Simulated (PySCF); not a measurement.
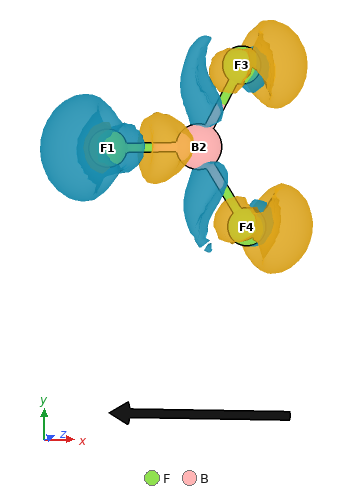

Figure. BF$_{3}$, SMILES `FB(F)F`. Change of the electron density in a uniform field of 0.21 V/Å along −x (arrow), surfaces at ±0.002 e/Å³ (yellow: gain, teal: loss).

Level of theory: PBE0/6-31G* (PySCF), at a geometry from GFN2-xTB. No frequency check shows the geometry to be a minimum. A basis without diffuse functions makes polarisabilities too small.

The field was applied in both directions; the picture shows the one opposite to the script's first.

### How large is the response?

The induced dipole is 0.12 D (along the field); α along this axis, from the fields in both directions, is 12 bohr³ (1.8 Å³).

The PySCF run took 6.4 s on 1 thread of AMD EPYC 7R43 64-Core Processor (Zen 3), on a shared host, peak memory 0.24 GiB.
